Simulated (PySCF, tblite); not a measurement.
# CH₇B₂N₂ radical: geometry, infrared bands and EPR parameters

Wanted: the infrared bands and EPR parameters of CH₇B₂N₂ radical (`[BH]NCBN`), by calculation.

Programs: tblite 0.8.0 and PySCF 2.14.0, with density-fitted response routines of our own. Each step states its level of theory. These are calculated values for one molecule in the gas phase, unless marked as measured. Atoms count from 0, in the outputs and in this text.

### 1 Starting geometry

12 atoms, charge 0, multiplicity 2; geometry from: force field or distance geometry start.

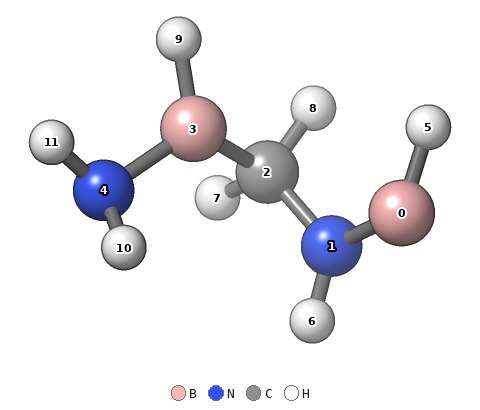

The starting geometry (boron pink, nitrogen blue, carbon grey, hydrogen white), atoms numbered.

### 2 Relaxing the molecule with GFN2-xTB

What the job is given:

```
{"job": {"kind": "relax", "xc": "GFN2-xTB", "basis": "xTB"}, "charge": 0, "multiplicity": 2}
B      1.698400    -1.041600     1.019400
N      1.233700    -0.798900    -0.389200
C      0.632000     0.435600    -0.662200
B     -0.683000     0.598700     0.231200
N     -1.968100    -0.161700    -0.081100
H      2.026200    -0.086700     1.631400
H      1.020200    -1.608300    -0.963800
H      0.310800     0.592800    -1.699100
H      1.328200     1.250700    -0.398500
H     -0.859400     1.689100     0.679700
H     -1.950400    -1.159900     0.205100
H     -2.787400     0.289500     0.401000
```

Run with:

```
OMP_NUM_THREADS=1 python probes_run.py task.json out
```

One launch serves the whole session: the jobs run in the order shown.

**Question.** This job is followed by: GFN2-xTB harmonic vibrations, gas phase; UKS B3LYP, pcH-1 on B C H N, non-relativistic, mean-field spin-orbit, GIAO. Predict these results of the whole session: strongest single infrared mode (GFN2-xTB); zero-point energy (GFN2-xTB); g(iso) (B3LYP); ⟨S²⟩; largest a(iso) (averaged by class); surface potential, least and greatest.

**Answer**, as computed:

| quantity | value |
| --- | --- |
| strongest single infrared mode (GFN2-xTB) | 2567 cm⁻¹, 235 km/mol |
| zero-point energy (GFN2-xTB) | 58.3 kcal/mol |
| g(iso) (B3LYP) | 2.00194 |
| ⟨S²⟩ | 0.753 (exact 0.75) |
| largest a(iso) (averaged by class) | 11B on B0, 422.5 MHz |
| surface potential, least and greatest | -1.03 V and 1.83 V |

In words: The optimisation took 111 steps and gained 1.563 eV; among the close pairs (by a distance rule), B3–N4 changed most, from 1.526 to 1.377 Å. All 30 modes are real, so the xTB geometry is a minimum. The strongest single mode, at 2567 cm⁻¹, moves mainly H5. Unscaled tight-binding wavenumbers are off by several per cent, some by more. Its intensities can rank the bands wrongly. Most of the unpaired spin sits on B0 (1.00 e). The isotropic g lies 0.4 ppt below the free-electron value.
